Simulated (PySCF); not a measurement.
# C₃H₇FN, doublet, SMILES `NC[CH]CF`: electronic structure

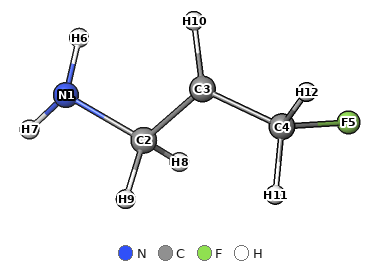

The molecule, with its atoms numbered as below. No frequency check shows the geometry to be a minimum.

Coordinates in Å:

```
N1       2.3695    0.0426    0.1684
C2       1.0654   -0.3025   -0.3543
C3      -0.0048    0.5777    0.1545
C4      -1.3814    0.4429   -0.3422
F5      -2.0863   -0.5668    0.3492
H6       2.3590    0.0707    1.1814
H7       3.0682   -0.6286   -0.1272
H8       0.7809   -1.3574   -0.1343
H9       1.1161   -0.2372   -1.4515
H10      0.1801    1.1628    1.0378
H11     -1.4179    0.1335   -1.3919
H12     -1.9718    1.3501   -0.1844
```

Part 1: Bonding charge

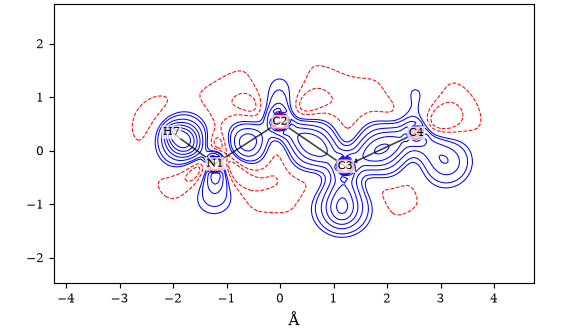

Deformation density (molecule less spherical, spin-averaged free atoms) in the plane of N1, C2, C3, C4 and H7; contours at ±0.05 to ±0.8 e/Å³; solid blue lines: gain, dashed red lines: loss.

Method: LDA (SVWN)/def2-SVP; geometry: GFN2-xTB; program: PySCF. The stability of the open-shell solution wasn't checked. GFN2-xTB doesn't know the spin state, so this open-shell geometry is rough.

> Describe the bonding that the map shows.

N1–H7: +0.76 e/Å³ at the bond critical point (bond length 1.01 Å, Mayer order 1.0). C3–C4: +0.52 e/Å³ at the bond critical point (bond length 1.47 Å, Mayer order 1.2). C2–C3: +0.49 e/Å³ at the bond critical point (bond length 1.48 Å, Mayer order 1.1). N1–C2: +0.33 e/Å³ at the bond critical point (bond length 1.45 Å, Mayer order 1.1). In all, 2.4 electrons gather in the regions of gain relative to the promolecule.

> Where do the Hirshfeld charges lie?

The highest Hirshfeld charge is on H7 (+0.11 e), the lowest on N1 (−0.23 e).

```json
{"atom": "N1", "charge (e)": "−0.23"}
{"atom": "C2", "charge (e)": "−0.04"}
{"atom": "C3", "charge (e)": "−0.03"}
{"atom": "C4", "charge (e)": "−0.01"}
{"atom": "F5", "charge (e)": "−0.13"}
{"atom": "H6", "charge (e)": "+0.11"}
{"atom": "H7", "charge (e)": "+0.11"}
{"atom": "H8", "charge (e)": "+0.04"}
{"atom": "H9", "charge (e)": "+0.05"}
{"atom": "H10", "charge (e)": "+0.04"}
{"atom": "H11", "charge (e)": "+0.04"}
{"atom": "H12", "charge (e)": "+0.04"}
```

Part 2: Bond critical points

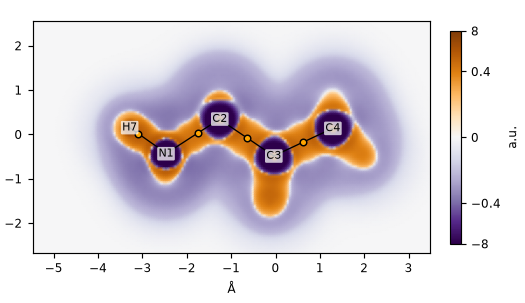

Negative Laplacian of the density (−∇²ρ) in the plane of N1, C2, C3, C4 and H7 (orange positive, purple negative, colour scale in a.u., logarithmic beyond ±0.04), with bond paths and bond critical points (dots).

> Sort the bonds in the plane by the sign of ∇²ρ at their critical points.

Concentrated (∇²ρ < 0): N1–H7 (−1.49 a.u.); N1–C2 (−0.74 a.u.); C3–C4 (−0.63 a.u.); C2–C3 (−0.60 a.u.). At none is it depleted.

> Where along N1–H7 does the critical point lie?

0.78 Å from N1 and 0.24 Å from H7.

Part 3: Local ionisation energy

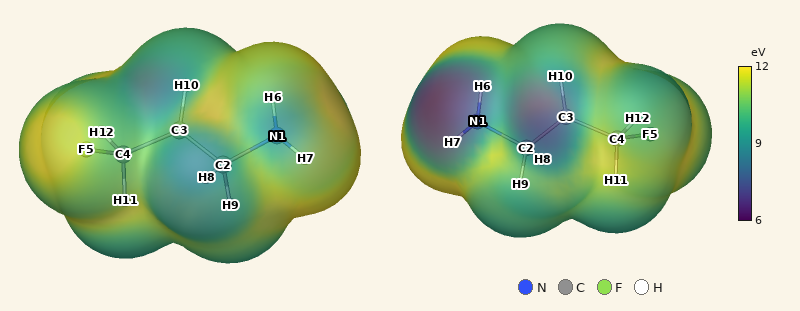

Average local ionisation energy on the surface of electron density 0.001 a.u. (back view left, front view right).

> Where are the most loosely bound electrons on this surface?

The lowest value is 6.1 eV, 1.9 Å from N1. Further minima include 6.8 eV, over C3, off the plane of its three bonds (2.0 Å); 7.9 eV, over C3, off the plane of its three bonds (2.0 Å); 8.5 eV, 1.4 Å from H8. For comparison, the highest occupied orbital lies at −4.6 eV.

> What volume does the surface enclose, and what is the dipole moment?

About 104 Å³; the dipole moment is 1.5 D.

Part 4: Spin density

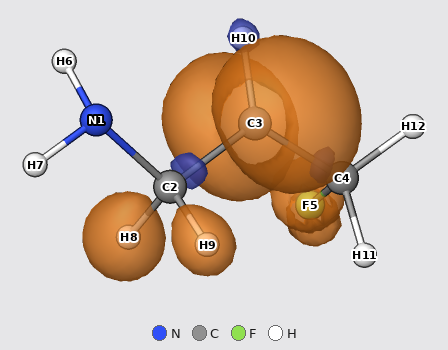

Spin density ρα − ρβ at ±0.03 e/Å³ (orange: excess α, blue: excess β).

> Where is the unpaired spin?

Hirshfeld spin populations: C3 +0.63, C2 +0.07, C4 +0.07, F5 +0.06 and H8 +0.06. ⟨S²⟩ = 0.75, as for a pure state.

Part 5: In an electric field

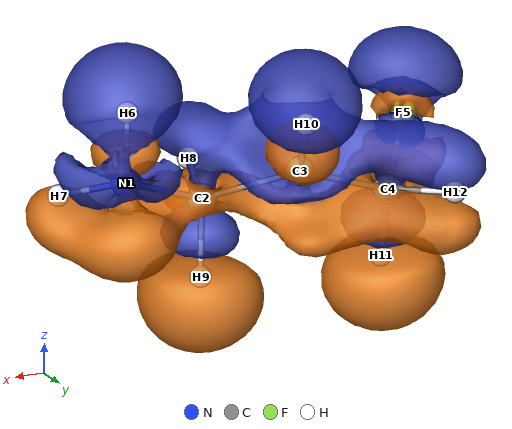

Change of the electron density in a uniform field of 0.10 V/Å, surfaces at ±0.0006 e/Å³ (orange: gain, blue: loss).

Level of theory: LDA (SVWN)/def2-SVPD (PySCF), at a geometry from GFN2-xTB. The stability of the open-shell solution wasn't checked. GFN2-xTB doesn't know the spin state, so this open-shell geometry is rough.

> Along which Cartesian direction does the field point?

Along +z: electrons gather on the −z side, against the field.

> How large is the response?

The induced dipole is 0.24 D (along the field); α along this axis, from the fields in both directions, is 46 bohr³ (6.9 Å³).

> Which atoms gain and lose the most charge?

Electrons gather most on H9 (Hirshfeld charge changes by −0.004 e) and leave H6 most (+0.004 e); 0.025 electrons are displaced in all.

Part 6: Removing or adding an electron

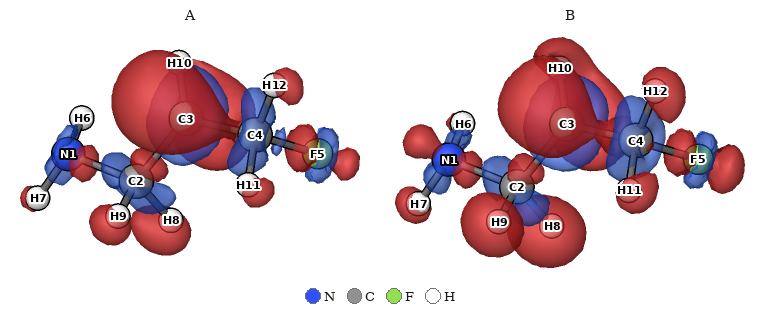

The two Fukui functions at ±0.03 e/Å³ (red positive, blue negative).

Computed with PySCF, ωB97X/6-311+G**, geometry: GFN2-xTB. GFN2-xTB doesn't know the spin state, so this open-shell geometry is rough.

> Why do the two look alike?

The electron leaves from or enters the same singly occupied orbital. A is f⁺, B is f⁻. f⁻ (Hirshfeld-condensed) is largest on C3 (0.30); the vertical ionisation energy is 8.67 eV (to the singlet cation, which needn't be its lowest state). f⁺ (Hirshfeld-condensed) is largest on C3 (0.30); the vertical electron affinity is 0.21 eV (to the singlet anion, which needn't be its lowest state).
